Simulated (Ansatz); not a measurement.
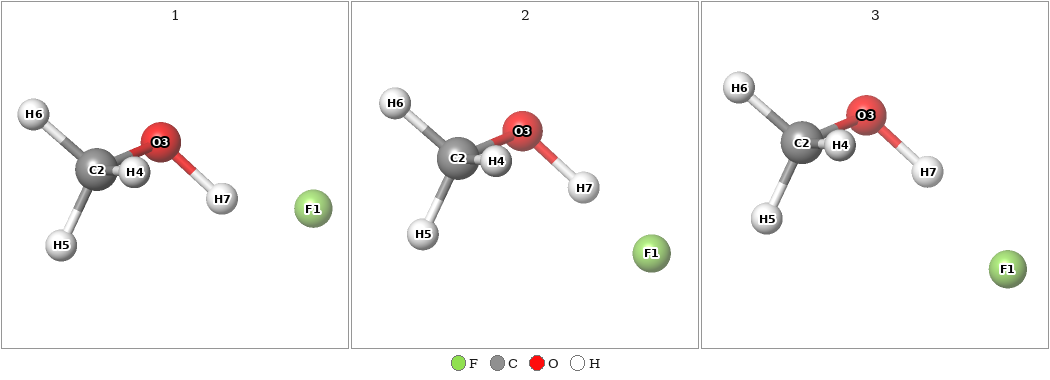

The pair F···CH₄O, charge −1. The turn is about an axis along (0.07, −0.90, 0.42) in the frame of the relaxed pair, normal to the line between the partners. First axis: distance H7···F1. Second axis: turn of F1 about H7. The grid has 13 × 13 points. Energies are in kcal/mol, from the lowest grid point. Method: RKS PBE0-D4/def2-TZVPD in Ansatz 0.2.0.

The numbered pictures are structures from this grid.

Rank them by energy, lowest first.

Answer. 2, at distance H7···F1 = 1.244 Å, turn of F1 about H7 = 0°: 0.0 kcal/mol; 3, at distance H7···F1 = 1.669 Å, turn of F1 about H7 = −10°: 6.8 kcal/mol; 1, at distance H7···F1 = 1.511 Å, turn of F1 about H7 = 50°: 15.2 kcal/mol.

The map, with the structures marked:

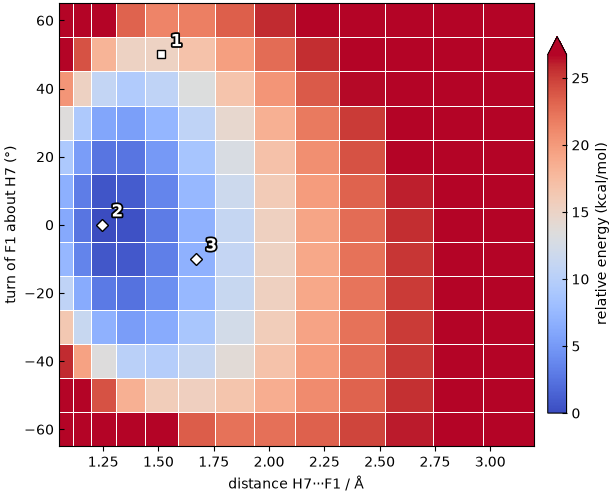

Drawn: one coloured cell a grid point, one colour for all values above the top of the scale.
